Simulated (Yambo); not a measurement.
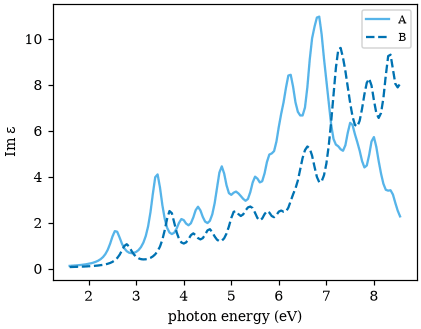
Figure: Two computed absorption spectra of GaN (zinc blende, space group F-43m, No. 216) (Yambo, LDA bands with the same scissor, field along x)

Problem. Which curve includes the electron-hole attraction (BSE)?

Solution. Curve A: the attraction moves weight to lower energy (centre of the plotted range 6.1 eV against 6.8 eV). Settings: 10×10×10 mesh, 3 valence and 1 conduction bands, static screening with 17 bands and a 4 Ry block, scissor 0.78 eV, Tamm-Dancoff. The scissor comes from a G0W0 run whose convergence isn't established. Broadening 0.15 eV. The band window holds all transitions up to 9.5 eV. On this mesh the peak heights and the fine structure are mesh artefacts; only the shift of weight is robust.

The standard potential for Ga keeps a d shell in the valence without the s and p states of that shell. In tests on such compounds this moved G0W0 gaps by up to about 0.9 eV, so absolute quasiparticle energies here are unreliable; differences between settings are what counts.

Spin-orbit coupling is not included.

Geometry relaxed with LDA; primitive cell a = b = c = 3.1487 Å, α = β = γ = 60.00°.

This is not the ordinary phase of the substance; no match was found in the copy of COD used, and its stability was not checked.
